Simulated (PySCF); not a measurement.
## Electronic structure of F5LiO4Si2Ti in real space

```xyz
13

F    -1.5771    1.9326   -0.2287
Si   -0.8762   -1.2036    0.4420
F    -2.0711   -1.9733   -0.2498
O    -0.0516   -0.2679   -0.7771
Si    1.3918   -0.9327   -0.0579
F     2.3316   -1.4464   -1.2201
F     1.0274    2.2441   -0.8025
O     0.4786   -2.1177    0.6240
Ti   -0.0296    1.3727    0.2092
F     0.2725    1.9280    1.8813
O     1.7614    0.1487    1.0029
O    -1.0051   -0.1822    1.6129
Li    0.5390    0.2122    2.1614
```

Geometry: GFN2-xTB.

The calculation used PySCF 2.14.0, PBE0-D3(BJ)/def2-SVP, SCF density, gas phase.

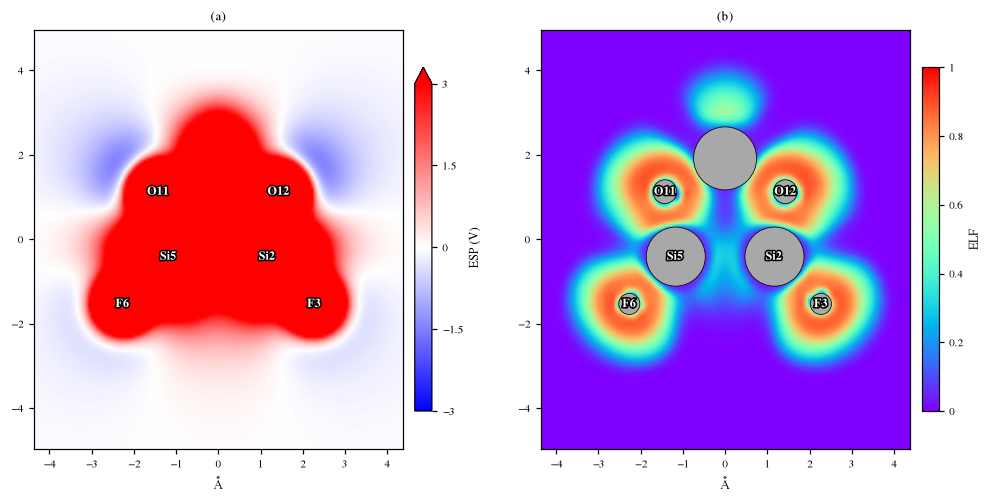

Figure 1. (a) molecular electrostatic potential; (b) ELF on the plane of atoms Si2, Si5 and O11. Grey discs cover the atomic cores in the ELF map.

**What do the fields say about this system?**

- The plane passes through Si, F and O nuclei.
- Si–O (1.56 Å): the ELF peaks at about 0.85 between the atoms.
- Si–F (1.58 Å): the ELF peaks at about 0.85 in the valence shell of F, 0.6 Å from its nucleus, and is about 0.50 at the midpoint.
- Si–Si (2.34 Å): the ELF is about 0.30 at the midpoint.
- The ELF also peaks beside F6 and F3, away from the bonds: lone-pair regions.
- Outside the dense part of the molecule the potential is most negative (−1.4 V) near O11 and O12.

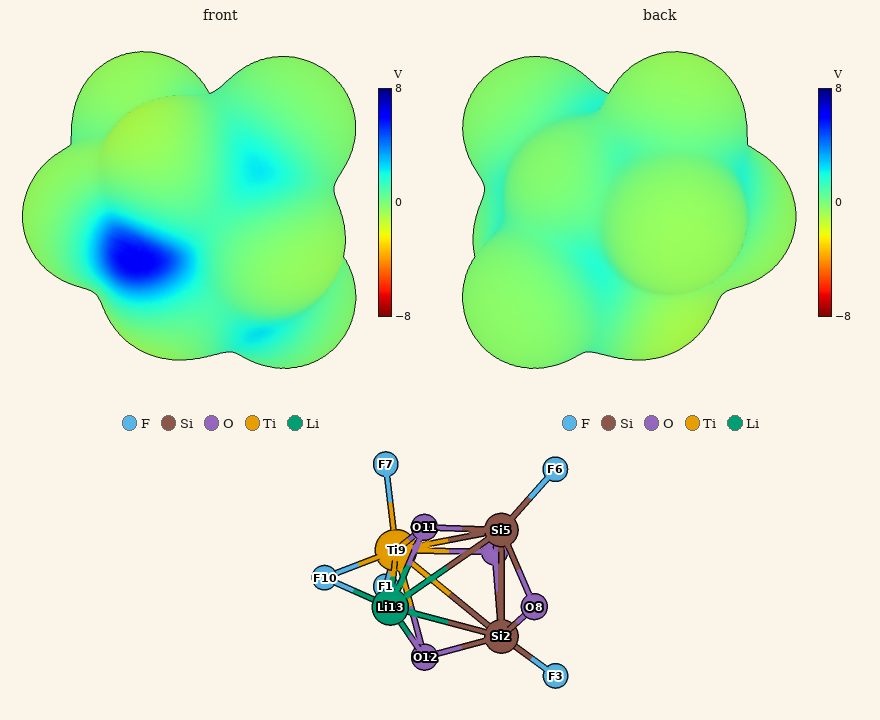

Figure 2. The molecular electrostatic potential painted on the density surface at 0.001 e/bohr³, seen from the front and from behind; red is negative and blue positive. The bare structure is drawn below in the same view.

**Describe the electrostatic potential map.**

The most negative region (about −0.9 V) lies over O11 and O12, the most positive (about +5.9 V) over Li13.

**How polar is the molecule by this calculation?**

Its dipole moment is 1.95 D.
